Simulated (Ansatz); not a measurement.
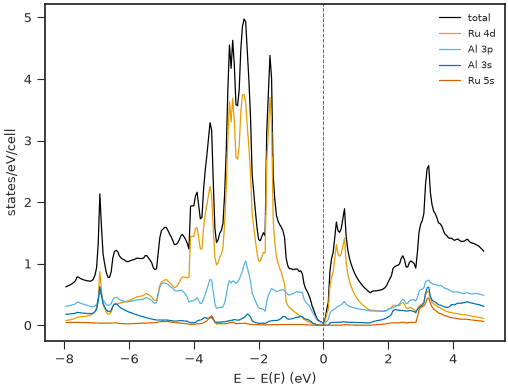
Figure. Total and projected density of states of Al$_{2}$Ru (MoSi2 or CaC2 type, space group No. 139), DFT-r²SCAN in the program Ansatz with PAW potentials

Task: Which orbitals carry the states next to the Fermi level?

Result: Within 0.5 eV of the Fermi level: Ru 4d 62 %, Al 3p 30 %, Al 3s 5 %. Projections are on Löwdin-orthogonalised atomic valence shells; empty p or d shells of many metals are not among them.

Task: Where is the tallest occupied peak in this window, and what makes it?

Result: Near -2.4 eV, about 5.0 states/eV per cell; the largest projected share is Ru 4d.

Space group I4/mmm (MoSi2 or CaC2 type). The workflow started from a Materials Project entry (that database holds measured and hypothetical structures alike); the Crystallography Open Database copy checked does not list it. With Al and Ru taken as one species the cell has the higher symmetry I4/mmm, so it may be an ordered model of a mixed-site phase. Whether it is the stable phase at ambient conditions was not checked. The r²SCAN relaxation kept the symmetry of its start; of distortions, only those at the zone centre were tested. No spin polarisation was allowed. Spin–orbit coupling is left out wherever it is not named.

Potentials: the later of the program's two PAW sets.
